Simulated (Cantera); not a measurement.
A closed system holds: 1 mol Si₂Cl₆, 3.4 mol HCl, 13 mol H₂, equilibrated at 2.30 mbar.

Cantera equilibrium calculation (NASA polynomials, part measured and part estimated; ideal gas, pure solids and liquids). Candidate condensed phases: Si; 19 gas species. The feed counts by its element totals alone. The tables' values for SiCl₃, SiCl are old estimates; treat these amounts as uncertain. Kinetics and transport are ignored.

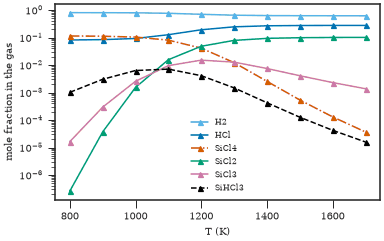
Figure. Equilibrium gas composition (values under 1e-9 drawn at 1e-9)

Question: Read off the mole fractions at 1500 K.

Answer: H₂ about 0.62, HCl about 0.27, SiCl₂ about 0.099, SiCl₃ about 0.0041, SiCl₄ about 0.00054, SiHCl₃ about 0.00013.
